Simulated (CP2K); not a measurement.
# PM3 run of AlNH4F2 (SMILES [NH3+][AlH-]([F])[F])

Aim: the vertical ionisation energy of AlNH4F2 at PM3, from 2 runs. 

The calculation is run with CP2K 2026.2.

2 further runs of the same task are left out: 1 that didn't finish, 1 set aside as unsound or not needed.

### Step 1. The system as given

The species is AlNH4F2 (8 atoms), meant as a singlet with charge 0. SMILES: `[NH3+][AlH-]([F])[F]`. Geometry: a GFN2-xTB relaxation, a rough one for these elements and not checked as a minimum.

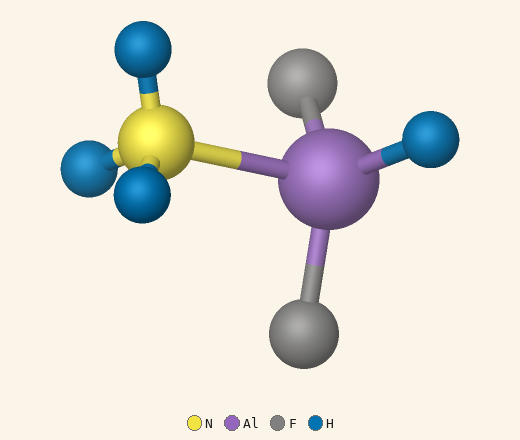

Viewed from a chosen angle; nitrogen yellow, aluminium purple, fluorine grey, hydrogen blue.

### Step 2. Energy and forces at PM3

The input, calc.inp:

```
&global
    project_name calc
    run_type ENERGY_FORCE
    print_level MEDIUM
&end global

&force_eval
    method Quickstep
    &dft
        charge 0
        multiplicity 1
        &qs
            method PM3
            eps_default 1.0E-10
            &se
                &coulomb
                    cutoff [angstrom] 50
                    rc_range [angstrom] 0
                &end coulomb
                &exchange
                    cutoff [angstrom] 50
                    rc_range [angstrom] 0
                &end exchange
            &end se
        &end qs
        &poisson
            periodic NONE
            poisson_solver ANALYTIC
        &end poisson
        &scf
            scf_guess ATOMIC
            eps_scf 1.0E-07
            max_scf 80
            added_mos 8
            &diagonalization
                algorithm STANDARD
            &end diagonalization
            &mixing
                method DIRECT_P_MIXING
                alpha 0.4
            &end mixing
        &end scf
        &print
            &moments
                periodic F
                reference COM
                max_moment 1
            &end moments
            &mo ON
                energies T
                occupation_numbers T
                ndigits 6
                &each
                    qs_scf 0
                &end each
                add_last NUMERIC
            &end mo
            &hirshfeld OFF
            &end hirshfeld
        &end print
    &end dft
    &subsys
        &cell
            abc [angstrom] 13 13.1 12.7
            periodic NONE
        &end cell
        &coord
            UNIT bohr
            N     -0.4094092     1.8260613    -0.2382189
            Al     0.3352941    -1.9785999     0.3829719
            F      3.4086313    -1.5890707     0.8754156
            F     -0.6447368    -2.9319668    -2.4403923
            H      0.7001813     2.3021966    -1.7400031
            H     -2.2356594     2.1810085    -0.7084016
            H      0.0794252     2.9434752     1.2434398
            H     -1.2337077    -2.7531042     2.6252075
        &end coord
        &topology
            &center_coordinates
            &end center_coordinates
        &end topology
    &end subsys
    &print
        &forces ON
        &end forces
    &end print
&end force_eval
```

Command:

```
$ OMP_NUM_THREADS=1 cp2k.psmp calc.inp > calc.out
```

Log:

```text
CP2K| version string:                                       CP2K version 2026.2
[...]
 GLOBAL| Method name                                                        CP2K
[...]
 GLOBAL| Run type                                                   ENERGY_FORCE
[...]
 *** WARNING in qs_environment.F:2210 :: More added MOs requested than     ***
 *** available. The full set of unoccupied MOs will be used. Use           ***
 *** 'ADDED_MOS -1' to always use all available MOs and to get rid of this ***
[...]
                             - Atoms:                                          8
[...]
                             - Spherical basis functions:                     20
[...]
 Number of electrons:                                                         26
[...]
     1 P_Mix/Diag. 0.40E+00    0.0     0.82550333       -38.5892581756 -3.86E+01
[...]
    17 DIIS/Diag.  0.81E-07    0.0     0.00000007       -42.6214823065 -5.54E-13
  *** SCF run converged in    17 steps ***
  Core-core repulsion energy [eV]:                           1405.18658592255065
  Core Hamiltonian energy [eV]:                             -1973.38715276859762
  Two-electron integral energy [eV]:                        -1183.17789746484300
  Electronic energy [eV]:                                   -2564.97610150101946
  Total energy [eV]:                                        -1159.78951557846835
  Atomic reference energy [eV]:                              1150.82903751234949
  Heat of formation [kcal/mol]:                              -206.63354941195479
[...]
 SE_DIPOLE| Moment [Debye]          1.76933520      -5.73805612       0.15000089
 SE_DIPOLE| Derivative [a.u.]       0.00000000       0.00000000       0.00000000
 ENERGY| Total FORCE_EVAL ( QS ) energy [hartree]            -42.621482306532158
 FORCES| Atomic forces [hartree/bohr]
 FORCES|   Atom     x               y               z               |f|
 FORCES|      1  7.99800866E-04  8.16480536E-03 -3.91179939E-03   9.08877894E-03
 FORCES|      2 -6.93733553E-03  2.38346790E-02 -1.36991666E-03   2.48615209E-02
 FORCES|      3  1.17072814E-02 -2.82892148E-03 -1.08673411E-03   1.20931479E-02
 FORCES|      4  5.79039265E-04 -6.42134502E-03 -9.94476553E-03   1.18518910E-02
 FORCES|      5 -1.02345679E-02 -1.72529416E-03  1.27755462E-02   1.64601823E-02
 FORCES|      6  1.60703792E-02 -5.19002267E-03  5.14485588E-03   1.76539787E-02
 FORCES|      7 -4.52355551E-03 -1.17861207E-02 -1.22416149E-02   1.75850030E-02
 FORCES|      8 -7.46104181E-03 -4.04778039E-03  1.06344285E-02   1.36067168E-02
 FORCES| Sum    -6.27969898E-16  3.88578059E-16  3.60822483E-16
 FORCES| Total atomic force                                       8.21907516E-16
[...]
```

Run time: 1.4 s. Hardware: 1 thread of AMD EPYC 7R43 (Zen 3), shared host; peak memory 0.18 GiB.

### Step 3. The doublet cation, same level

The input, run.inp:

```
&GLOBAL
  PROJECT run
  RUN_TYPE ENERGY_FORCE
  PRINT_LEVEL MEDIUM
&END

&FORCE_EVAL
  METHOD Quickstep
  &DFT
    CHARGE 1
    MULTIPLICITY 2
    UKS T
    ! Quickstep
    &QS
      METHOD PM3
      EPS_DEFAULT 1.0E-10
      &SE
        &COULOMB
          CUTOFF [angstrom] 50
          RC_RANGE [angstrom] 0
        &END
        &EXCHANGE
          CUTOFF [angstrom] 50
          RC_RANGE [angstrom] 0
        &END
      &END
    &END
    ! no periodic images
    &POISSON
      PERIODIC NONE
      POISSON_SOLVER ANALYTIC
    &END
    ! self-consistent field
    &SCF
      SCF_GUESS ATOMIC
      EPS_SCF 1.0E-07
      MAX_SCF 150
      ADDED_MOS 8
      &DIAGONALIZATION
        ALGORITHM STANDARD
      &END
      &MIXING
        METHOD DIRECT_P_MIXING
        ALPHA 0.4
      &END
    &END
    ! extra output
    &PRINT
      &MOMENTS
        PERIODIC F
        REFERENCE COM
        MAX_MOMENT 1
      &END
      &MO ON
        ENERGIES T
        OCCUPATION_NUMBERS T
        NDIGITS 6
        &EACH
          QS_SCF 0
        &END
        ADD_LAST NUMERIC
      &END
      &HIRSHFELD OFF
      &END
    &END
  &END
  ! atoms, cell and kinds
  &SUBSYS
    ! box in angstrom
    &CELL
      ABC 13 13.1 12.7
      PERIODIC NONE
    &END
    &COORD
      UNIT bohr
      N     -0.4094092     1.8260613    -0.2382189
      Al     0.3352941    -1.9785999     0.3829719
      F      3.4086313    -1.5890707     0.8754156
      F     -0.6447368    -2.9319668    -2.4403923
      H      0.7001813     2.3021966    -1.7400031
      H     -2.2356594     2.1810085    -0.7084016
      H      0.0794252     2.9434752     1.2434398
      H     -1.2337077    -2.7531042     2.6252075
    &END
    &TOPOLOGY
      &CENTER_COORDINATES
      &END
    &END
  &END
  ! extra output
  &PRINT
    &FORCES ON
    &END
  &END
&END
```

Command:

```
$ OMP_NUM_THREADS=1 cp2k.psmp -i run.inp > run.out 2>&1
```

Log:

```text
CP2K| version string:                                       CP2K version 2026.2
[...]
 GLOBAL| Method name                                                        CP2K
[...]
 GLOBAL| Run type                                                   ENERGY_FORCE
[...]
 *** WARNING in qs_environment.F:2210 :: More added MOs requested than     ***
 *** available. The full set of unoccupied MOs will be used. Use           ***
 *** 'ADDED_MOS -1' to always use all available MOs and to get rid of this ***
[...]
                             - Atoms:                                          8
[...]
                             - Spherical basis functions:                     20
[...]
 Number of electrons:                                                         13
[...]
     1 P_Mix/Diag. 0.40E+00    0.0     0.44033989       -38.0954893979 -3.81E+01
[...]
    25 DIIS/Diag.  0.72E-07    0.0     0.00000010       -42.2565311546 -1.42E-13
  *** SCF run converged in    25 steps ***
  Core-core repulsion energy [eV]:                           1405.18658592255065
  Core Hamiltonian energy [eV]:                             -1941.16982424199614
  Two-electron integral energy [eV]:                        -1227.75090275153093
  Electronic energy [eV]:                                   -2555.04527561776149
  Total energy [eV]:                                        -1149.85868969521084
  Atomic reference energy [eV]:                              1150.82903751234949
  Heat of formation [kcal/mol]:                                22.37675402360771
[...]
 SE_DIPOLE| Moment [Debye]          4.04961028      -3.69914887      -3.46811330
 SE_DIPOLE| Derivative [a.u.]       0.00000000       0.00000000       0.00000000
 ENERGY| Total FORCE_EVAL ( QS ) energy [hartree]            -42.256531154631716
 FORCES| Atomic forces [hartree/bohr]
 FORCES|   Atom     x               y               z               |f|
 FORCES|      1 -4.09318291E-03  4.08306636E-03  3.66721447E-03   6.84646180E-03
 FORCES|      2  4.60376789E-02  4.37318148E-02 -7.45124243E-02   9.78981148E-02
 FORCES|      3 -1.63089612E-02 -9.99596865E-03  2.29583366E-03   1.92658365E-02
 FORCES|      4  3.67738537E-03 -3.25427249E-03  1.87615824E-02   1.93935667E-02
 FORCES|      5 -7.70506075E-03 -3.26301086E-03  1.03817196E-02   1.33339905E-02
 FORCES|      6  1.48090060E-02 -4.15803011E-03  4.36463640E-03   1.59889313E-02
 FORCES|      7 -4.06818928E-03 -1.01293821E-02 -1.16015326E-02   1.59295356E-02
 FORCES|      8 -3.23486761E-02 -1.70142169E-02  4.66429703E-02   5.92578021E-02
 FORCES| Sum     4.44089210E-16  1.66533454E-16 -2.35922393E-16
 FORCES| Total atomic force                                       5.29724450E-16
[...]
```

Wall time 1.6 s (1 thread of AMD EPYC 7R43 (Zen 3), shared host); peak memory 0.18 GiB.

### Step 4. Outcome

Level: PM3.

| quantity | value |
| --- | --- |
| singlet AlNH4F2: total energy | -42.62148 Eh |
| singlet AlNH4F2: dipole moment | 6.01 D |
| singlet AlNH4F2: HOMO energy | -10.55 eV |
| singlet AlNH4F2: LUMO energy | -0.72 eV |
| singlet AlNH4F2: HOMO–LUMO gap | 9.83 eV |
| singlet AlNH4F2: heat of formation at this unrelaxed shape | -206.6 kcal/mol |
| singlet AlNH4F2: largest force on an atom | 1.278 eV/Å |
| doublet cation: total energy | -42.25653 Eh |
| doublet cation: HOMO energy (highest over α and β) | -18.03 eV |
| doublet cation: LUMO energy (lowest over α and β) | -9.59 eV |
| doublet cation: heat of formation at this unrelaxed shape | 22.4 kcal/mol |
| doublet cation: largest force on an atom | 5.034 eV/Å |
| vertical ionisation energy (to the doublet cation) | 9.931 eV |

Removing an electron at fixed nuclei costs 9.93 eV (229 kcal/mol). The largest force (singlet AlNH4F2) is 1.28 eV/Å: the shape isn't a stationary point for this species at this level.
